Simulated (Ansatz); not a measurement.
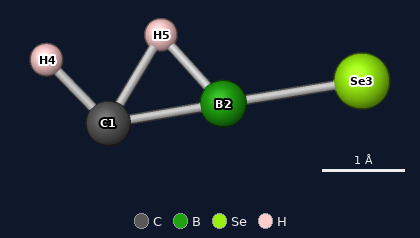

*The starting structure (ball-and-stick view, seen at a tilt; atoms are numbered from 1 in the order of the input).*

Bond lengths as drawn: B–C 1.44 Å, B–H 1.17 Å, B–Se 1.73 Å and C–H 1.09 to 1.34 Å.

**Geometry relaxation of CH$_{2}$BSe (charge +1)**

System: CH$_{2}$BSe, charge +1.
Method: RKS PBE-D4/def2-SVP (Ansatz 0.2.0).

It belongs to a series of runs on one base structure; here: end point B relaxed. Figures and captions count atoms from 1; the log counts them from 0 in places.

**Input file**
```yaml
crystal:
  periodic: [false, false, false]
  atoms:
    - { symbol: C, position_ang: [-0.28396, 0.53141, -0.31225] }
    - { symbol: B, position_ang: [0.32335, -0.59039, 0.35385] }
    - { symbol: Se, position_ang: [1.0447, -1.9503, 1.15005] }
    - { symbol: H, position_ang: [-0.07316, 1.5705, -0.07781] }
    - { symbol: H, position_ang: [0.81004, 0.46885, 0.45407] }
total_charge: 1
basis:
  gaussian: { orbitals: def2-SVP }
hamiltonian:
  xc: pbe
  dispersion: d4
relax:
  f_tol: 0.02
  max_steps: 50
output:
  orbitals: {}
```

Machine: 1 thread of Arm Neoverse N1, 24 GiB of memory available, shared host.

Command:
```bash
ansatz run input.yaml --threads 1 --pin off --max-ram 2048MiB --backend cpu --events-out ev --progress --plain --runs-dir out
```

**The program's output**
```
The last accepted step is kept in [file] (removed where the run ends without a failure and the disk answers)
Engine: ansatz 0.2.0, aarch64-unknown-linux-gnu
Functional definition: PBE
  parameter kappa = 0.804
  parameter beta = 0.06672455060314922
  exchange = pbe_x(kappa = kappa, mu = beta*pi^2/3)
  correlation = pbe_c(beta = beta)
774 factors; their error is unknown
mean field evaluation 1: about -67034.3223 eV, gradient 9.0e1 eV
mean field evaluation 2: about -66893.5046 eV, gradient 2.0e2 eV
mean field evaluation 4: about -67055.8127 eV, gradient 3.7e1 eV
mean field evaluation 8: about -67061.0690 eV, gradient 2.7e0 eV
mean field evaluation 16: about -67060.9950 eV, gradient 5.2e-2 eV
mean field -67060.99503508 eV, -2464.4461119643 hartree, gradient 2.5e-5 eV, S^2 0.000000; 1 other end points of the search recorded, 0 dependent functions left out
the calculation of the forces begins
reference -67060.99506106 eV, -2464.4461129190 hartree; 23, 23 occupied and 47, 47 virtual orbitals, 774 factors
relax step   1: F+E_penalty+E_count = -67061.06687351 eV  Δ(F+E_penalty+E_count) = +0.000e0 eV  max|allowed force component| = 2.858e0 eV/Å  Δτ_max = 0.0000 Å  (49 SCF iters, accepted)
these checks for a lower state are left out or cut short: starts, cluster_reference, orbital_swaps, neighbouring_geometries, increment
774 factors; their error is unknown
mean field evaluation 32: about -67061.6385 eV, gradient 1.2e-1 eV
mean field -67061.63853656 eV, -2464.4697602073 hartree, gradient 9.0e-6 eV, S^2 0.000000; 0 other end points of the search recorded, 0 dependent functions left out
the calculation of the forces begins
reference -67061.63856276 eV, -2464.4697611702 hartree; 23, 23 occupied and 47, 47 virtual orbitals, 774 factors
relax step   2: F+E_penalty+E_count = -67061.70896046 eV  Δ(F+E_penalty+E_count) = -6.421e-1 eV  max|allowed force component| = 1.965e0 eV/Å  Δτ_max = 0.1939 Å  (37 SCF iters, accepted)
these checks for a lower state are left out or cut short: starts, cluster_reference, orbital_swaps, neighbouring_geometries, increment
774 factors; their error is unknown
mean field -67062.25219977 eV, -2464.4923119145 hartree, gradient 1.3e-5 eV, S^2 0.000000; 0 other end points of the search recorded, 0 dependent functions left out
the calculation of the forces begins
reference -67062.25222646 eV, -2464.4923128954 hartree; 23, 23 occupied and 47, 47 virtual orbitals, 774 factors
relax step   3: F+E_penalty+E_count = -67062.32213572 eV  Δ(F+E_penalty+E_count) = -6.132e-1 eV  max|allowed force component| = 1.878e0 eV/Å  Δτ_max = 0.1996 Å  (36 SCF iters, accepted)
these checks for a lower state are left out or cut short: starts, cluster_reference, orbital_swaps, neighbouring_geometries, increment
774 factors; their error is unknown
mean field -67062.94634438 eV, -2464.5178212582 hartree, gradient 1.3e-5 eV, S^2 0.000000; 0 other end points of the search recorded, 0 dependent functions left out
the calculation of the forces begins
reference -67062.94637180 eV, -2464.5178222658 hartree; 23, 23 occupied and 47, 47 virtual orbitals, 774 factors
relax step   4: F+E_penalty+E_count = -67063.02424669 eV  Δ(F+E_penalty+E_count) = -7.021e-1 eV  max|allowed force component| = 2.467e0 eV/Å  Δτ_max = 0.1948 Å  (35 SCF iters, accepted)
these checks for a lower state are left out or cut short: starts, cluster_reference, orbital_swaps, neighbouring_geometries, increment
774 factors; their error is unknown
mean field -67063.47230922 eV, -2464.5371501095 hartree, gradient 1.3e-5 eV, S^2 0.000000; 0 other end points of the search recorded, 0 dependent functions left out
the calculation of the forces begins
reference -67063.47233637 eV, -2464.5371511073 hartree; 23, 23 occupied and 47, 47 virtual orbitals, 774 factors
relax step   5: F+E_penalty+E_count = -67063.54972270 eV  Δ(F+E_penalty+E_count) = -5.255e-1 eV  max|allowed force component| = 1.361e0 eV/Å  Δτ_max = 0.1950 Å  (36 SCF iters, accepted)
these checks for a lower state are left out or cut short: starts, cluster_reference, orbital_swaps, neighbouring_geometries, increment
774 factors; their error is unknown
mean field evaluation 64: about -67063.7161 eV, gradient 4.5e-4 eV
mean field -67063.71612117 eV, -2464.5461100337 hartree, gradient 1.4e-5 eV, S^2 0.000000; 0 other end points of the search recorded, 0 dependent functions left out
the calculation of the forces begins
reference -67063.71614851 eV, -2464.5461110383 hartree; 23, 23 occupied and 47, 47 virtual orbitals, 774 factors
relax step   6: F+E_penalty+E_count = -67063.79302116 eV  Δ(F+E_penalty+E_count) = -2.433e-1 eV  max|allowed force component| = 9.039e-1 eV/Å  Δτ_max = 0.1983 Å  (28 SCF iters, accepted)
these checks for a lower state are left out or cut short: starts, cluster_reference, orbital_swaps, neighbouring_geometries, increment
774 factors; their error is unknown
mean field -67063.87688467 eV, -2464.5520179833 hartree, gradient 2.1e-5 eV, S^2 0.000000; 0 other end points of the search recorded, 0 dependent functions left out
the calculation of the forces begins
reference -67063.87691162 eV, -2464.5520189734 hartree; 23, 23 occupied and 47, 47 virtual orbitals, 774 factors
relax step   7: F+E_penalty+E_count = -67063.95340094 eV  Δ(F+E_penalty+E_count) = -1.604e-1 eV  max|allowed force component| = 4.787e-1 eV/Å  Δτ_max = 0.1999 Å  (34 SCF iters, accepted)
these checks for a lower state are left out or cut short: starts, cluster_reference, orbital_swaps, neighbouring_geometries, increment
774 factors; their error is unknown
mean field -67063.94778415 eV, -2464.5546234912 hartree, gradient 2.3e-5 eV, S^2 0.000000; 0 other end points of the search recorded, 0 dependent functions left out
the calculation of the forces begins
reference -67063.94781096 eV, -2464.5546244763 hartree; 23, 23 occupied and 47, 47 virtual orbitals, 774 factors
relax step   8: F+E_penalty+E_count = -67064.02355562 eV  Δ(F+E_penalty+E_count) = -7.015e-2 eV  max|allowed force component| = 2.713e-1 eV/Å  Δτ_max = 0.1985 Å  (35 SCF iters, accepted)
these checks for a lower state are left out or cut short: starts, cluster_reference, orbital_swaps, neighbouring_geometries, increment
774 factors; their error is unknown
mean field -67063.95001947 eV, -2464.5547056375 hartree, gradient 2.1e-5 eV, S^2 0.000000; 0 other end points of the search recorded, 0 dependent functions left out
the calculation of the forces begins
reference -67063.95004630 eV, -2464.5547066237 hartree; 23, 23 occupied and 47, 47 virtual orbitals, 774 factors
relax step   9: F+E_penalty+E_count = -67064.02585174 eV  Δ(F+E_penalty+E_count) = -2.296e-3 eV  max|allowed force component| = 5.447e-2 eV/Å  Δτ_max = 0.0204 Å  (29 SCF iters, accepted)
these checks for a lower state are left out or cut short: starts, cluster_reference, orbital_swaps, neighbouring_geometries, increment
774 factors; their error is unknown
mean field evaluation 96: about -67063.9501 eV, gradient 2.2e-5 eV
mean field -67063.95008575 eV, -2464.5547080731 hartree, gradient 2.2e-5 eV, S^2 0.000000; 0 other end points of the search recorded, 0 dependent functions left out
the calculation of the forces begins
reference -67063.95011259 eV, -2464.5547090597 hartree; 23, 23 occupied and 47, 47 virtual orbitals, 774 factors
relax step  10: F+E_penalty+E_count = -67064.02590506 eV  Δ(F+E_penalty+E_count) = -5.332e-5 eV  max|allowed force component| = 3.200e-3 eV/Å  Δτ_max = 0.0033 Å  (29 SCF iters, accepted)
```

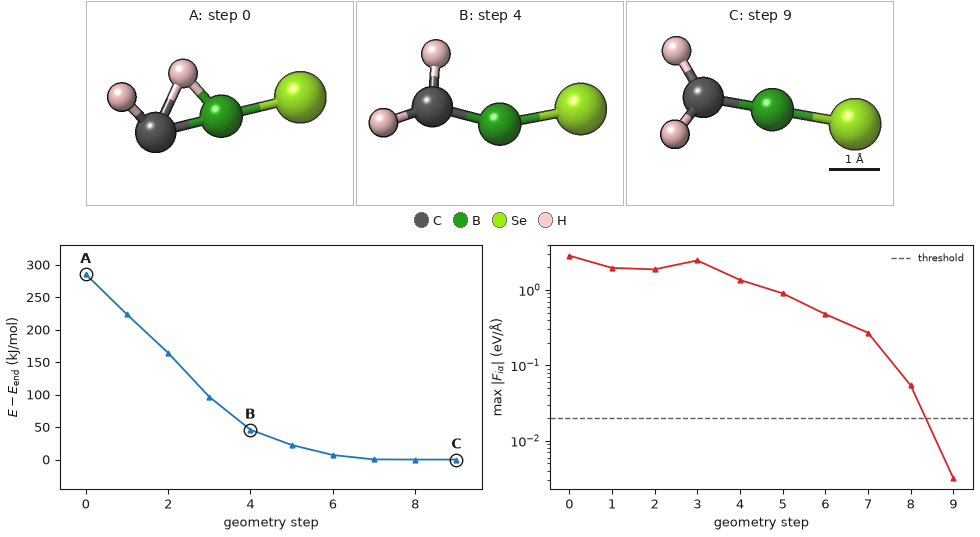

*Frames of the relaxation (ball-and-stick view, seen at a tilt) above the curves, on which the letters mark them (the first geometry is step 0 here and step 1 in the log).*

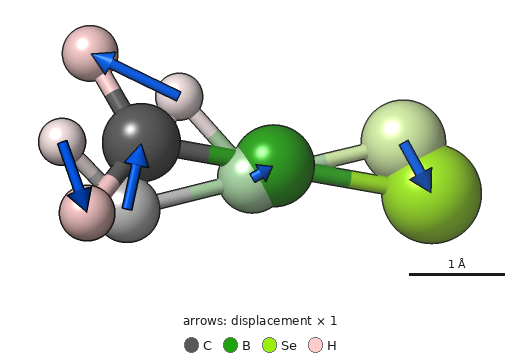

*Start (faint) and end (solid) with the displacements as blue arrows, at true length (ball-and-stick view, seen at a tilt). The two geometries are laid on each other by the best rigid fit.*

H5 moves most after the best rigid fit: 1.04 Å. By element the largest moves are H 1.04 Å, C 0.72 Å, Se 0.62 Å, B 0.26 Å. Among the contacts that change: B2–H5 1.170 → 2.273 Å, C1–H5 1.337 → 1.110 Å, C1–B2 1.439 → 1.479 Å, B2–Se3 1.733 → 1.770 Å. Bonds break: B2–H5 (1.17 → 2.27 Å). Among the angles that change: B2–C1–H5 49.7° → 122.2°, H4–C1–H5 76.2° → 115.6°, B2–C1–H4 124.3° → 122.2°. The energy falls by 285.5 kJ/mol in 9 geometry steps. Largest force component: 2.9 eV/Å at the start, 0.0032 eV/Å at the end. (Atoms are counted from 1 in the order of the input.)

```
774 factors; their error is unknown
mean field -67063.95008575 eV, -2464.5547080731 hartree, gradient 2.2e-5 eV, S^2 0.000000; 2 other end points of the search recorded, 0 dependent functions left out
the calculation of the forces begins
reference -67063.95011259 eV, -2464.5547090597 hartree; 23, 23 occupied and 47, 47 virtual orbitals, 774 factors
Total energy: -67064.02593191 eV, -2464.5574953682 hartree
Atom 0 at     0.303965     0.694217     0.154051 Å, force    -0.000482    -0.003200     0.000315 eV/Å
Atom 1 at     0.429641    -0.741293     0.486395 Å, force    -0.000117     0.002214    -0.000141 eV/Å
Atom 2 at     0.579964    -2.459317     0.884995 Å, force    -0.000120     0.000603    -0.000358 eV/Å
Atom 3 at    -0.557453     1.095381    -0.418938 Å, force    -0.000211    -0.000258    -0.000159 eV/Å
Atom 4 at     1.064852     1.441081     0.461407 Å, force     0.000930     0.000641     0.000342 eV/Å
Dipole moment:    -0.095935     1.096210    -0.254078 e Å
```

**Trajectory as extended XYZ (Å, eV, eV/Å), 10 frames, from step=1 to step=10**
```
5
Properties=species:S:1:pos:R:3:forces:R:3 step=1 energy=-67061.06687
C    -0.2840    0.5314   -0.3123    1.0142  -0.4095   1.2974
B     0.3234   -0.5904    0.3538   -2.3558  -2.0011  -1.7605
Se    1.0447   -1.9503    1.1501    0.8867  -2.0776   1.1261
H    -0.0732    1.5705   -0.0778   -0.8344   1.6305  -0.9264
H     0.8100    0.4688    0.4541    1.2893   2.8577   0.2634
5
Properties=species:S:1:pos:R:3:forces:R:3 step=2 energy=-67061.70896
C    -0.2794    0.5381   -0.2289    1.9651   0.7191   1.4305
B     0.3388   -0.6255    0.3768   -1.6373  -0.8091  -1.0847
Se    1.0566   -2.0715    1.1272    0.2852  -0.8215   0.3439
H    -0.1272    1.6688   -0.2360   -0.8778  -0.7798  -0.6043
H     0.8321    0.5203    0.5289    0.2649   1.6913  -0.0854
5
Properties=species:S:1:pos:R:3:forces:R:3 step=3 energy=-67062.32214
C    -0.1397    0.5956   -0.1253    1.2354  -0.2996   0.9287
B     0.3471   -0.6432    0.3816   -1.4431  -1.0188  -0.8054
Se    1.0120   -2.1596    1.1102    0.0382  -0.1244   0.0374
H    -0.2886    1.6729   -0.3533   -0.2869  -0.4349  -0.1748
H     0.8901    0.5644    0.5547    0.4565   1.8778   0.0141
5
Properties=species:S:1:pos:R:3:forces:R:3 step=4 energy=-67063.02425
C     0.0084    0.6182   -0.0173    0.0424   2.2138  -0.3435
B     0.2845   -0.7090    0.3532   -0.3776  -2.4669   0.2091
Se    0.9642   -2.2312    1.0893   -0.3406   0.5377  -0.3438
H    -0.4086    1.6117   -0.4278    0.2549  -1.6058   0.4086
H     0.9725    0.7403    0.5705    0.4209   1.3211   0.0697
5
Properties=species:S:1:pos:R:3:forces:R:3 step=5 energy=-67063.54972
C     0.1109    0.6497    0.0388   -0.2970   0.4353  -0.2141
B     0.2165   -0.7910    0.3357   -0.1499  -0.2857  -0.0127
Se    0.9228   -2.2695    1.0691   -0.3954   0.2365  -0.3062
H    -0.4702    1.5181   -0.4433    0.4342  -1.3606   0.4575
H     1.0409    0.9228    0.5675    0.4081   0.9744   0.0756
5
Properties=species:S:1:pos:R:3:forces:R:3 step=6 energy=-67063.79302
C     0.1746    0.6559    0.0905    0.0461   0.3648  -0.1857
B     0.2058   -0.8161    0.3420    0.1979   0.6085   0.0919
Se    0.8521   -2.3183    1.0304   -0.2618  -0.1736  -0.1427
H    -0.5059    1.3953   -0.4482    0.4137  -0.9039   0.4537
H     1.0944    1.1133    0.5532   -0.3958   0.1043  -0.2173
5
Properties=species:S:1:pos:R:3:forces:R:3 step=7 energy=-67063.95340
C     0.2460    0.6987    0.1167    0.0592  -0.4787   0.0890
B     0.3251   -0.7508    0.4025    0.0185   0.2669  -0.0146
Se    0.7051   -2.3785    0.9565   -0.0489  -0.3814   0.0340
H    -0.5672    1.2052   -0.4419    0.1616   0.1549   0.0750
H     1.1121    1.2555    0.5341   -0.1903   0.4383  -0.1835
5
Properties=species:S:1:pos:R:3:forces:R:3 step=8 energy=-67064.02356
C     0.2998    0.6875    0.1498   -0.0204   0.1997  -0.0365
B     0.4233   -0.7458    0.4723    0.0379  -0.2713   0.0800
Se    0.5914   -2.4614    0.8983   -0.0275   0.1626  -0.0529
H    -0.5515    1.1166   -0.4163   -0.0575  -0.0703  -0.0272
H     1.0581    1.4331    0.4637    0.0675  -0.0207   0.0366
5
Properties=species:S:1:pos:R:3:forces:R:3 step=9 energy=-67064.02585
C     0.3038    0.6935    0.1534    0.0006   0.0033  -0.0011
B     0.4305   -0.7427    0.4835   -0.0071   0.0545  -0.0098
Se    0.5800   -2.4581    0.8869    0.0041  -0.0455   0.0086
H    -0.5576    1.0972   -0.4183    0.0011  -0.0085   0.0016
H     1.0643    1.4402    0.4624    0.0013  -0.0037   0.0008
5
Properties=species:S:1:pos:R:3:forces:R:3 step=10 energy=-67064.02591
C     0.3040    0.6942    0.1541   -0.0005  -0.0032   0.0003
B     0.4296   -0.7413    0.4864   -0.0001   0.0022  -0.0001
Se    0.5800   -2.4593    0.8850   -0.0001   0.0006  -0.0004
H    -0.5575    1.0954   -0.4189   -0.0002  -0.0003  -0.0002
H     1.0649    1.4411    0.4614    0.0009   0.0006   0.0003
```

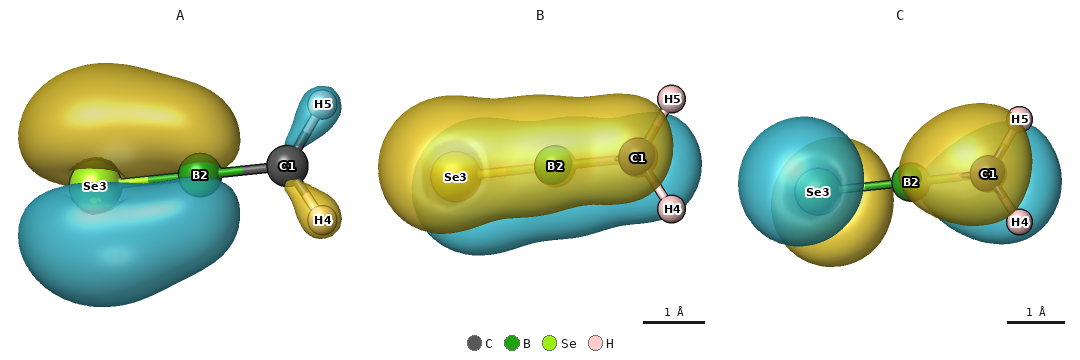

*Three frontier orbitals at ±0.1 Å⁻³ᐟ² (yellow and cyan are the two phases).*

B is the HOMO−1 (−13.94 eV). A is the HOMO (−13.01 eV). C is the LUMO (−12.28 eV). The HOMO–LUMO gap is 0.73 eV between the orbital energies.

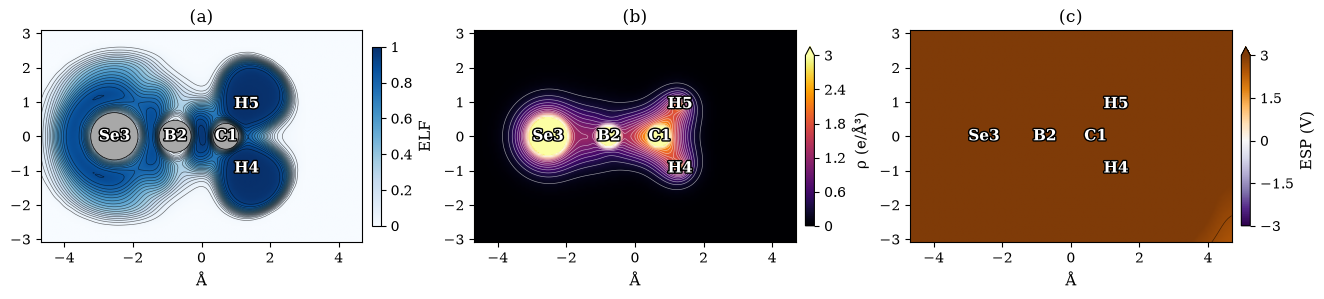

*(a) ELF; (b) electron density; (c) electrostatic potential on the molecular plane. Grey discs, where drawn, cover atomic cores.*

The plane passes through C, B, Se and H nuclei. C–H (1.11 Å): ρ is about 2 e/Å³ halfway; the ELF climbs to about 1 towards the hydrogen, as it does in any bond to H (a covalent bond by its length). The potential has no marked negative region in this plane.

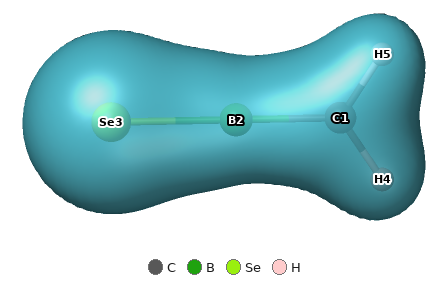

*Isosurface of the electron density at 0.2 e/Å³ (cyan), seen at a tilt.*

At this value the surface is in one piece. On the grid the lowest density along these lines, outside the cores, is 1.4 e/Å³ (C–B, 1.48 Å), 1.2 e/Å³ (B–Se, 1.77 Å) and 1.8 e/Å³ (C–H, 1.11 Å).

**Results in brief**

- outcome: converged
- total energy: −67064.0259 eV
- mean-field energy: −67063.9501 eV
- largest force (length of the vector) at the end: 0.003 eV/Å
- wall time: 29 s
- peak memory: 0.13 GiB
